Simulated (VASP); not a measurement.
Band structure of TaC (rock salt). All values below come from optB86b-vdW, VASP's PBE PAW potentials (set 64) (plane waves; VASP).

Unless said otherwise, spin-orbit coupling is left out, though it shifts the bands of the heavy elements here.

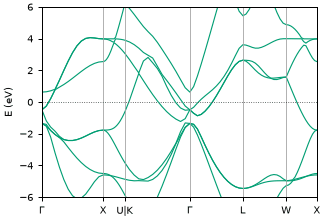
Fig. 1. Bands along high-symmetry lines, zero at the valence-band maximum or, without a gap, the Fermi level

Task: Read the plot: is there a gap, and where are the band edges?

Result: It has no gap at this level: it comes out as a metal or semimetal. (Edges off the drawn lines would not show.)

The compound is TaC in the rock salt structure. It was relaxed first. The electron count is odd and the run is not spin-polarised, which forces a metal.
